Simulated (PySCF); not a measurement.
**C$_{6}$H$_{14}$Si$_{3}$: density, localisation and related maps**

Input file:

```
{"job": {"kind": "nmr", "xc": "PBE0", "basis": "pcSseg-1"}, "charge": 0, "multiplicity": 1}
C      1.302284    -1.240425     1.069072
C      1.882755    -0.428427     0.190793
Si     3.760633    -0.242943     0.134228
Si     0.839972     0.611374    -1.012764
Si     1.141605     2.873383    -0.638321
C     -0.922424     0.088205    -0.803945
C     -2.064846    -0.263980    -0.645692
C     -3.429543    -0.706799    -0.433523
C     -3.577809    -1.403094     0.920532
H      1.868178    -1.836182     1.772152
H      0.228821    -1.353614     1.124650
H      4.229286    -0.463133    -1.237877
H      4.396806    -1.211897     1.029196
H      4.111343     1.119989     0.550992
H      1.211687     0.186300    -2.379774
H      0.032917     3.681953    -1.153555
H      1.278305     3.211565     0.782266
H      2.352287     3.366439    -1.304036
H     -3.706927    -1.394977    -1.238408
H     -4.097690     0.158854    -0.481716
H     -3.318539    -0.721620     1.728133
H     -4.603885    -1.736119     1.061056
H     -2.919971    -2.267866     0.976621
```

Launched as:

```sh
OMP_NUM_THREADS=1 python probes_run.py task.json out
```

Geometry: GFN2-xTB.

Level of theory: PySCF, PBE0/pcSseg-1, SCF density, gas phase, non-relativistic.

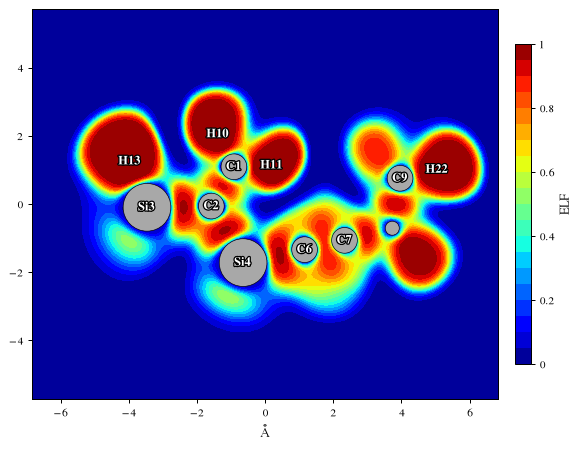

Figure 1. ELF on the plane of atoms C1, C2 and Si3. Grey discs cover the atomic cores.

> Describe what can be read from this map.

- The plane passes through C, Si and H nuclei.
- C–C (1.21 Å): the ELF peaks at about 0.90 between the atoms: a short, multiple covalent bond.
- C–Si (1.85 Å): the ELF peaks at about 0.95 between the atoms, as expected for a shared electron pair.
- C–H (1.08 Å): the ELF climbs to about 1 towards the hydrogen, as it does in any bond to H (a covalent bond by its length).
- C–C (1.33 Å): the ELF peaks at about 0.90 between the atoms (a multiple bond).
- C–Si (1.90 Å): the ELF peaks at about 0.95 between the atoms (a covalent bond).

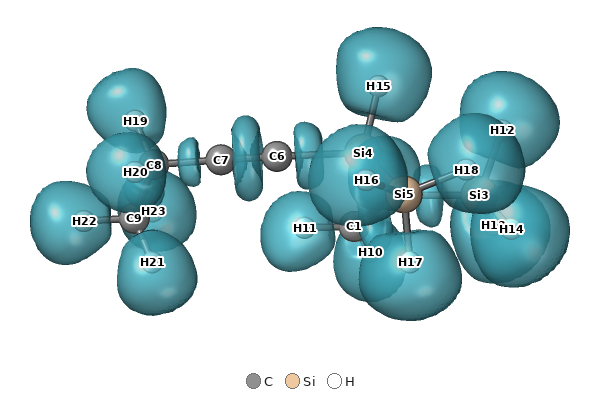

Figure 2. Isosurface of the electron localisation function at 0.8 (cyan), seen from one side. Core shells and regions of very low density are left out.

> What do the ELF domains correspond to?

The surface consists of four regions between bonded C–C atoms (shared pairs), three regions between bonded C–Si atoms (shared pairs), one region between bonded Si–Si atoms (shared pairs) and 14 regions around hydrogen nuclei.

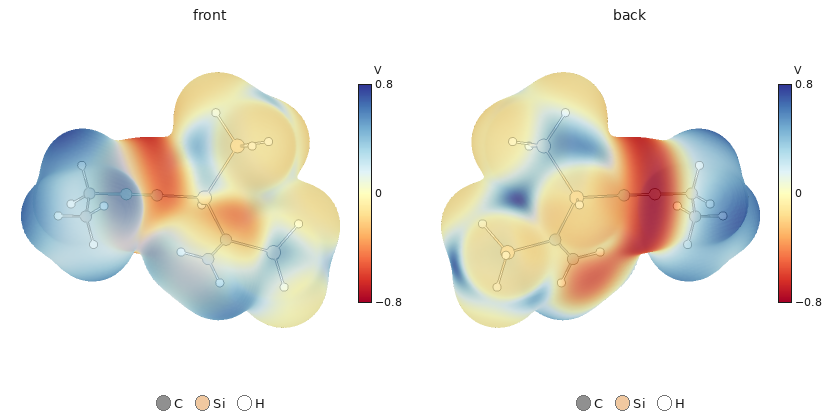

Figure 3. The molecular electrostatic potential painted on the density surface at 0.001 e/bohr³, seen from the front and from behind; the colour scale runs from red (negative) to blue (positive).

> Describe the electrostatic potential map.

The most negative region (about −0.7 V) lies over C6 and C7, the most positive (about +0.7 V) over Si3, Si4, H19 and H20.

> How polar is the molecule by this calculation?

Its dipole moment is 2.13 D.
